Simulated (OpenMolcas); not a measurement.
# BGeNH6 (SMILES B[NH][GeH3]): levels of theory compared

Wanted: a comparison of 6 runs (HF/STO-3G, M06-2X/6-31G*, SVWN5/6-31G*, revPBE/6-31G*, MP2/6-31G*, CCSD(T)/6-31G*) of BGeNH6. 

Program for the calculation: OpenMolcas 26.06.

1 further run of the same task is left out (set aside as unsound or not needed).

## Step 1: The structure to begin with

BGeNH6: 9 atoms, total charge 0, spin state singlet. SMILES: `B[NH][GeH3]`. The coordinates come from a PBE0-D4/def2-TZVP relaxation.

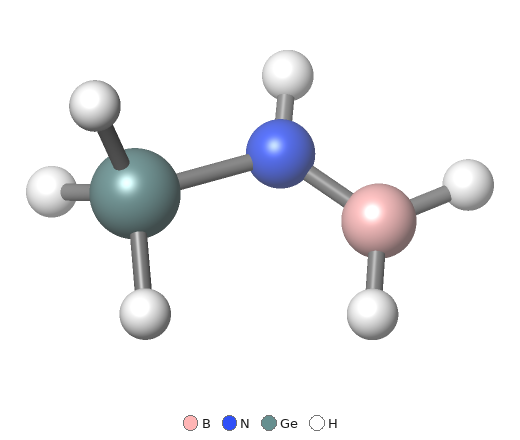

Viewed from a chosen angle; boron pink, nitrogen blue, germanium teal, hydrogen white.

## Step 2: Energy and forces at HF/STO-3G (run 1)

geom.xyz

```xyz
9

B     -0.874000     0.629500    -1.162900
N     -0.023300     0.687100    -0.062700
Ge     0.665200    -0.761400     0.866600
H     -1.217900    -0.440700    -1.581000
H     -1.249100     1.647000    -1.674800
H      0.253900     1.598400     0.272500
H      2.201600    -0.714800     0.804900
H      0.114900    -2.015200     0.184600
H      0.217300    -0.676000     2.335700
```

mol.input

```
>>> EXPORT MOLCAS_PRINT=2

&GATEWAY
 BasLib = $CurrDir
 Coord = geom.xyz
 Basis = STO-3G
 Group = NoSym

&SEWARD

&SCF
 Thresholds = 1e-10 1e-07 1e-07 1e-05
 PrOrbitals = 1 2

&ALASKA
```

The basis set STO-3G is read from a file made from the Basis Set Exchange's data (not shown).

Started as:

```bash
export MOLCAS_MEM=1860
pymolcas mol.input > mol.log
```

Standard output:

```text
--- Start Module: gateway ---
[...]
--- Stop Module: gateway /rc=_RC_ALL_IS_WELL_ ---
[...]
      Basis functions           34
[...]
--- Start Module: scf ---
[...]
       Convergence after  11 Iterations
[...]
::    Total SCF energy                              -2133.4208703399
[...]
      Total spin, S                                     0.0000000000
[...]
      Total electronic charge=   50.000000
      Total            charge=   -0.000000
[...]
      Dipole Moment (debye):
      Origin of the operator (angstrom)=    0.3767   -0.3842    0.4832
                   X=  1.2598E+00               Y= -2.2231E-01               Z=  1.6382E+00           Total=  2.0785E+00
      Quadrupole Moment (debye*angstrom):
[...]
--- Stop Module: scf /rc=_RC_ALL_IS_WELL_ ---
[...]
--- Start Module: alaska ---
[...]
 *              Molecular gradients               *
 **************************************************
  Irreducible representation: a
 ------------------------------------------------------------------------------------------
                              X                       Y                       Z
 ------------------------------------------------------------------------------------------
  B1                1.04496912332230E-03   -2.31193646340477E-03    1.44084459457527E-03
  N2                2.52667920517657E-03    3.91707980455962E-02    2.25711340932122E-03
  GE3              -1.66038354646325E-03    1.86214635590787E-03   -2.09654503193768E-03
  H4               -5.94248044358414E-03   -2.33081412055851E-02   -7.12280579440927E-03
  H5               -6.43441064143380E-03    2.17836492826073E-02   -8.88903800775687E-03
  H6               -2.47233744804443E-03   -1.13713084208404E-02   -2.92650531323835E-03
  H7                3.82320065202482E-02    1.41117706673915E-03   -1.24308174806829E-03
  H8               -1.44558289872698E-02   -2.96150629252603E-02   -1.80224174794414E-02
[...]
--- Stop Module: alaska /rc=_RC_ALL_IS_WELL_ ---
[...]
```

It took 4.5 s on 1 thread of AMD EPYC 7R43 (Zen 3), shared host; peak memory 0.37 GiB.

## Step 3: Energy and forces at M06-2X/6-31G(d) (spherical functions) (run 2)

mol.inp

```
>>> EXPORT MOLCAS_PRINT=2

&GATEWAY
 BASLIB = $CurrDir
 COORD
 9
 bohr
 B     -1.65162063     1.18958260    -2.19756251
 N     -0.04403062     1.29843082    -0.11848583
 Ge     1.25704582    -1.43883747     1.63763666
 H     -2.30149745    -0.83280230    -2.98765700
 H     -2.36045690     3.11237893    -3.16491331
 H      0.47980146     3.02053824     0.51495037
 H      4.16042104    -1.35077623     1.52104056
 H      0.21712953    -3.80817609     0.34884344
 H      0.41063749    -1.27745486     4.41383331
 BASIS = 6-31Gs
 GROUP = NoSym

&SEWARD
 GRIDINPUT
 Grid=UltraFine
 End of Grid

&SCF
 KSDFT = M062X
 THRESHOLDS = 1e-10 1e-07 1e-07 1e-05
 PRORBITALS = 1 1

&ALASKA
```

The basis set 6-31G* is read from a file made from the Basis Set Exchange's data (not shown).

Started as:

```bash
export MOLCAS_MEM=1860
pymolcas mol.inp > mol.log
```

Standard output:

```text
--- Start Module: gateway ---
[...]
--- Stop Module: gateway /rc=_RC_ALL_IS_WELL_ ---
[...]
      Basis functions           72
[...]
--- Start Module: scf ---
[...]
       Convergence after  13 Iterations
[...]
::    Total KS-DFT energy                           -2159.8965956679
[...]
      Total spin, S                                     0.0000000000
[...]
      Total electronic charge=   50.000000
      Total            charge=   -0.000000
[...]
      Dipole Moment (debye):
      Origin of the operator (angstrom)=    0.3767   -0.3842    0.4832
                   X=  1.0813E+00               Y=  1.7251E-01               Z=  1.3966E+00           Total=  1.7747E+00
      Quadrupole Moment (debye*angstrom):
[...]
--- Stop Module: scf /rc=_RC_ALL_IS_WELL_ ---
[...]
--- Start Module: alaska ---
[...]
 *              Molecular gradients               *
 **************************************************
  Irreducible representation: a
 ------------------------------------------------------------------------------------------
                              X                       Y                       Z
 ------------------------------------------------------------------------------------------
  B1                5.03333159160402E-03   -5.79801455116602E-04    6.55058885893745E-03
  N2               -1.59648736821438E-03   -6.22406139907383E-04   -2.04633076825278E-03
  GE3              -3.39031165152548E-04    6.11144544096831E-04   -3.82365319953948E-04
  H4               -3.81882118322574E-04   -1.09803914367879E-03   -4.82378913734927E-04
  H5               -3.06515447931810E-04    1.38142829748222E-03   -4.30050535510151E-04
  H6               -5.48341085769177E-04   -4.13828672509364E-03   -6.18516784344658E-04
  H7               -3.83465104696512E-03    4.39651385572705E-04   -2.04782542609527E-04
  H8                1.17244773150071E-03    3.65184332569424E-03    1.41146374753598E-03
[...]
--- Stop Module: alaska /rc=_RC_ALL_IS_WELL_ ---
[...]
```

It took 47 s on 1 thread of AMD EPYC 7R43 (Zen 3), shared host; peak memory 0.42 GiB.

Runs 3 to 5 aren't shown in full; the table further down has their settings and results.

## Step 4: A single-point energy at CCSD(T)/6-31G(d) (spherical functions) (run 6)

input.xyz

```xyz
9

B     -0.874000     0.629500    -1.162900
N     -0.023300     0.687100    -0.062700
Ge     0.665200    -0.761400     0.866600
H     -1.217900    -0.440700    -1.581000
H     -1.249100     1.647000    -1.674800
H      0.253900     1.598400     0.272500
H      2.201600    -0.714800     0.804900
H      0.114900    -2.015200     0.184600
H      0.217300    -0.676000     2.335700
```

run.input

```
* BGeH6N CCSD(T)

&GATEWAY
  BasLib = $CurrDir
  Coord = input.xyz
  Basis = 6-31Gs
  Group = NoSym

&SEWARD

&SCF
  Thresholds = 1e-10 1e-07 1e-07 1e-05
  PrOrbitals = 1 1

&RASSCF
  FileOrb = $Project.ScfOrb
  Spin = 1
  Nactel = 0 0 0
  Inactive = 25
  Ras2 = 0
  OutOrbitals = Canonical
  OrbListing = Nothing

&MOTRA
  JobIph
  Frozen = 11

&CCSDT
  CCT
  Triples = 2
  Iterations = 80
  Accuracy = 1e-08
  Extrapolation = 5 4
```

The basis set 6-31G* is read from a file made from the Basis Set Exchange's data (not shown).

Started as:

```bash
export MOLCAS_MEM=1860
pymolcas run.input > run.log
```

Standard output:

```text
--- Start Module: gateway ---
[...]
--- Stop Module: gateway /rc=_RC_ALL_IS_WELL_ ---
[...]
      Basis functions           72
[...]
       Convergence after  14 Iterations
[...]
::    Total SCF energy                              -2157.7237978810
[...]
      Total spin, S                                     0.0000000000
[...]
      Number of active orbitals                  0
[...]
      Spin quantum number                      0.0
[...]
      Active orbitals                            0
[...]
      Number of CSFs                             1
[...]
      Number of root(s) required                 1
[...]
      Convergence after  4 iterations
[...]
      Natural orbitals and occupation numbers for root  1
      ************************************************************************************************************************
      *                                                    Final results                                                     *
      ************************************************************************************************************************
[...]
::    RASSCF root number  1 Total energy:  -2157.72379788
[...]
      Total electronic charge=   50.000000
      Total            charge=   -0.000000
[...]
      Dipole Moment (debye):
      Origin of the operator (angstrom)=    0.3767   -0.3842    0.4832
                   X=  9.8839E-01               Y=  1.4653E-01               Z=  1.2771E+00           Total=  1.6216E+00
      Quadrupole Moment (debye*angstrom):
[...]
--- Start Module: motra ---
[...]
      *** WARNING: Default frozen orbitals is overwritten by user input.
      *** Default values:  16
[...]
--- Stop Module: motra /rc=_RC_ALL_IS_WELL_ ---
--- Start Module: ccsdt ---
[...]
      Convergence after                    15  Iterations
      Total energy (diff) :   -2158.23350699       0.00000000
[...]
 METHOD                       : CCSD+T(CCSD)+<T3(1)WT1> = CCSD(T)
[...]
       CCSD     =     -2158.2335069932237
[...]
--- Stop Module: ccsdt /rc=_RC_ALL_IS_WELL_ ---
[...]
```

Wall time 38 s (1 thread of AMD EPYC 7R43 (Zen 3), shared host); peak memory 0.42 GiB.

## Step 5: All runs side by side

| run | level | integration grid | task | energy (Eh) | dipole moment (D) of the reference | HOMO energy (eV) | LUMO energy (eV) | wall time |
| --- | --- | --- | --- | --- | --- | --- | --- | --- |
| 1 | HF/STO-3G | – | gradient | -2133.420870 | 2.08 | -9.16 | 9.31 | 4.5 s |
| 2 | M06-2X/6-31G* (spherical functions) | UltraFine | gradient | -2159.896596 | 1.77 | -9.41 | 1.25 | 47 s |
| 3 | SVWN5/6-31G* (spherical functions) | UltraFine | gradient | -2156.004189 | 1.99 | -6.92 | -0.59 | 32 s |
| 4 | revPBE/6-31G* (spherical functions) | UltraFine | gradient | -2159.753129 | 1.91 | -6.77 | -0.28 | 42 s |
| 5 | MP2/6-31G* (spherical functions) | – | energy | -2158.209635 | 1.62 | -11.25 | 3.47 | 7.8 s |
| 6 | CCSD(T)/6-31G* (spherical functions) | – | energy | -2158.245658 | 1.62 | -11.25 | 3.47 | 38 s |

## Step 6: What came out

| quantity | value |
| --- | --- |
| run 6: total energy | -2158.24566 Eh |
| run 6: dipole moment (mean-field density) | 1.62 D |
| run 6: HOMO energy (Hartree–Fock orbitals) | -11.25 eV |
| run 6: LUMO energy (Hartree–Fock orbitals) | 3.47 eV |
| run 6: HOMO–LUMO gap (Hartree–Fock orbitals) | 14.72 eV |
| run 6: correlation energy (11 core orbitals frozen) | -521.9 mEh |
| run 6: (T) correction | -12.15 mEh |

**Reading.** Over runs 1, 2, 3, 4 the dipole moment (its size) runs from 1.77 D (M06-2X/6-31G*) to 2.08 D (HF/STO-3G). The two ends differ in method and basis. Over runs 1, 2, 3, 4 the HOMO–LUMO gap runs from 6.33 eV (SVWN5/6-31G*) to 18.47 eV (HF/STO-3G). Totals of different functionals can't be ranked against each other. In run 1 the basis is minimal, so the values are rough. All runs together took 2.9 min, the longest 47 s.
